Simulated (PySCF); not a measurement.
**C2H9NOSi, charge +1, doublet, SMILES `C[N+](C)[SiH2]O`: what the electrons do**

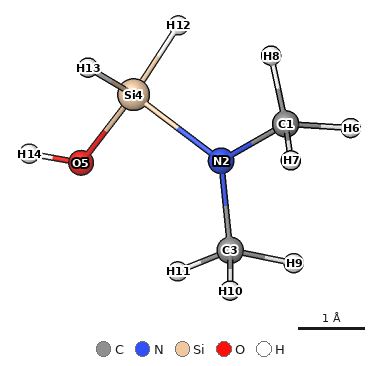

The molecule, with its atoms numbered as below. No frequency check shows the geometry to be a minimum.

Geometry (Å), atoms numbered from 1:

```
C1       1.8822    0.7649   -0.0099
N2       0.7308   -0.0543    0.0024
C3       0.9422   -1.4467    0.0072
Si4     -0.8913    0.6852    0.0093
O5      -1.8339   -0.6039   -0.0160
H6       2.4796    0.5864   -0.9129
H7       2.5451    0.5277    0.8306
H8       1.6112    1.8169    0.0303
H9       1.5371   -1.7579   -0.8611
H10      1.5314   -1.7518    0.8816
H11     -0.0063   -1.9753    0.0065
H12     -0.9085    1.4791   -1.2144
H13     -0.9154    1.4347    1.2608
H14     -2.7874   -0.6502   -0.0232
```

### 1. Bonding charge

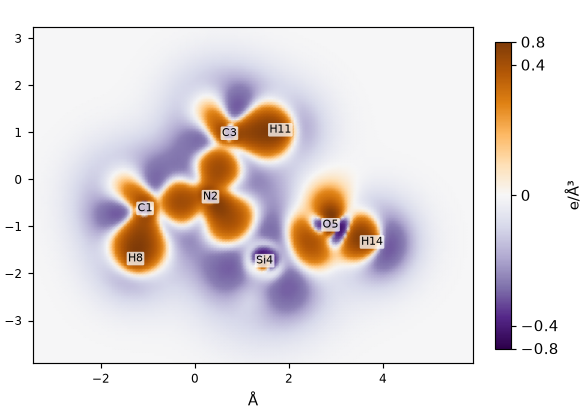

Deformation density (molecule less spherical, spin-averaged free atoms) in a plane through 8 of the atoms; colour scale in e/Å³, logarithmic beyond ±0.1; orange: gain, purple: loss.

PySCF calculation, BP86/def2-SVPD, gas phase; geometry: GFN2-xTB. The stability of the open-shell solution wasn't checked. GFN2-xTB doesn't know the spin state, so this open-shell geometry is rough.

How much density has each bond in this plane gained at its critical point, relative to the free atoms?

Answer. C3–H11: +0.74 e/Å³ at the bond critical point (bond length 1.09 Å). O5–H14: +0.72 e/Å³ at the bond critical point (bond length 0.95 Å). C1–H8: +0.71 e/Å³ at the bond critical point (bond length 1.09 Å). C1–N2: +0.24 e/Å³ at the bond critical point (bond length 1.41 Å). N2–C3: +0.23 e/Å³ at the bond critical point (bond length 1.41 Å). Si4–O5: +0.05 e/Å³ at the bond critical point (bond length 1.60 Å); up to 0.6 Å beside the axis the gain reaches +0.33 e/Å³. N2–Si4: +0.05 e/Å³ at the bond critical point (bond length 1.78 Å); up to 0.6 Å beside the axis the gain reaches +0.45 e/Å³. In all, 2.6 electrons gather in the regions of gain relative to the promolecule of neutral atoms (the regions of loss give up this much and the cation's charge besides). A small or negative value marks a very polar bond, one between electron-rich atoms, whose free-atom densities already overlap strongly, a long bond to a heavier atom, or a closed-shell contact such as a hydrogen bond.

### 2. Electrostatic potential

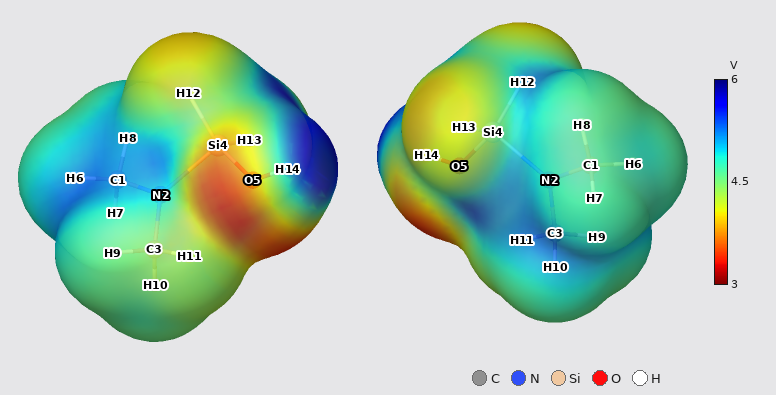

Electrostatic potential on the surface of electron density 0.001 a.u. (back view left, front view right).

Where are the extremes of the potential on the surface?

Answer. Highest: 5.90 V, 1.1 Å from H14. Lowest: 3.39 V, off the O5–H14 bond (1.8 to 1.9 Å from its atoms), and at like points elsewhere. Further minima include 3.96 V, 1.4 Å from H13, and at like points elsewhere; 4.54 V, 1.4 Å from H8. The surface is sampled at points, so like sites can differ by a few per cent and only the strongest of them is named.

### 3. Spin density

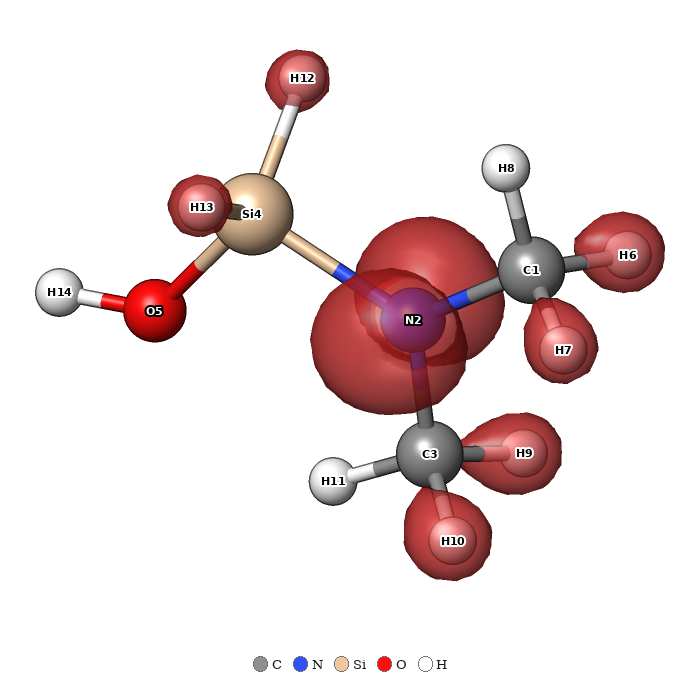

Spin density ρα − ρβ at ±0.05 e/Å³ (red: excess α, blue: excess β).

How is the spin shared among the atoms?

Answer. Hirshfeld spin populations: N2 +0.55, C3 +0.06, Si4 +0.06, C1 +0.06 and H10 +0.05. ⟨S²⟩ = 0.75, as for a pure state.

### 4. In an electric field

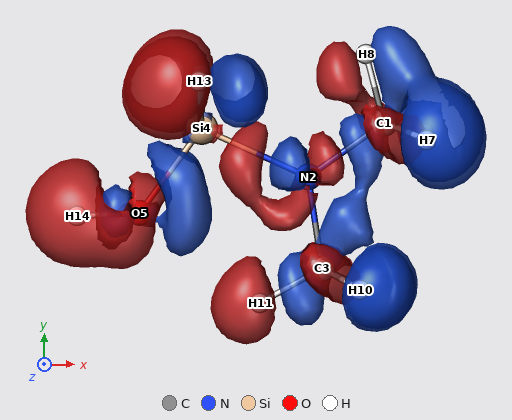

Change of the electron density in a uniform field of 0.21 V/Å, surfaces at ±0.0015 e/Å³ (red: gain, blue: loss).

Computed with PySCF, BLYP/def2-SVPD, geometry: GFN2-xTB. The stability of the open-shell solution wasn't checked. GFN2-xTB doesn't know the spin state, so this open-shell geometry is rough.

The field was applied in both directions; the picture shows the one opposite to the script's first.

Along which Cartesian direction does the field point?

Answer. Along +x: electrons gather on the −x side, against the field.

How large is the response?

Answer. The induced dipole is 0.75 D (along the field); α along this axis, from the fields in both directions, is 74 bohr³ (11.0 Å³).

### 5. Removing or adding an electron

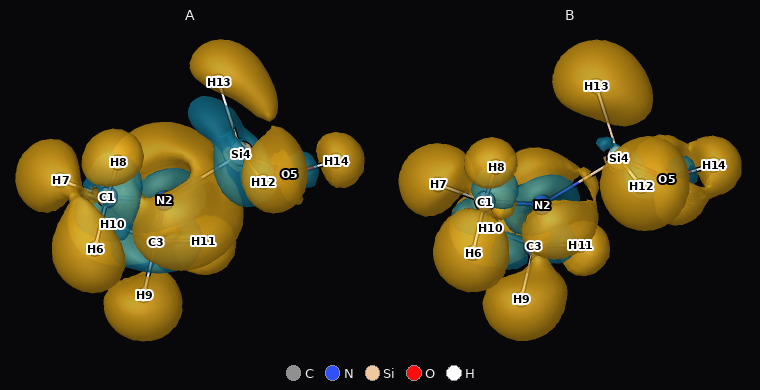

The two Fukui functions at ±0.015 e/Å³ (yellow positive, teal negative).

Method: PBE0/def2-SVP; geometry: GFN2-xTB; program: PySCF. GFN2-xTB doesn't know the spin state, so this open-shell geometry is rough.

Which panel is f⁻ (electron removed) and which f⁺ (electron added)?

Answer. A is f⁺, B is f⁻. f⁻ (Hirshfeld-condensed) is largest on N2 (0.11), Si4 (0.11) and H13 (0.11); the vertical ionisation energy is 15.57 eV (to the singlet dication, which needn't be its lowest state). f⁺ (Hirshfeld-condensed) is largest on N2 (0.25); the vertical electron affinity is 7.44 eV (to the singlet neutral species, which needn't be its lowest state; rough: the basis has no diffuse functions).

The PySCF runs shown took 94 s, 2.4 min and 61 s on 1 thread of Intel(R) Xeon(R) Processor @ 2.70GHz, on a shared host.
